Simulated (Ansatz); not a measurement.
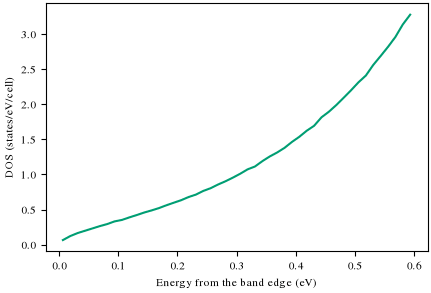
Figure. Density of states of SnO2 (P4_2/mnm) below the valence band maximum, r2SCAN, rigid bands (Ansatz, a first-principles code); cell volume 73.1 Å³.

Q: What effective density of states at 300 K does this give (∫ g(E) exp(−E/k_BT) dE, both spins, divided by the cell's size)?

A: 4.7e19 cm⁻³, a density-of-states mass of 1.53 mₑ, valleys and band degeneracy included.

Spin-orbit coupling is left out; where it splits the top of the valence band, N_v and the p-type Seebeck coefficient come out somewhat high without it. Geometry: cell and atoms relaxed with PBEsol.
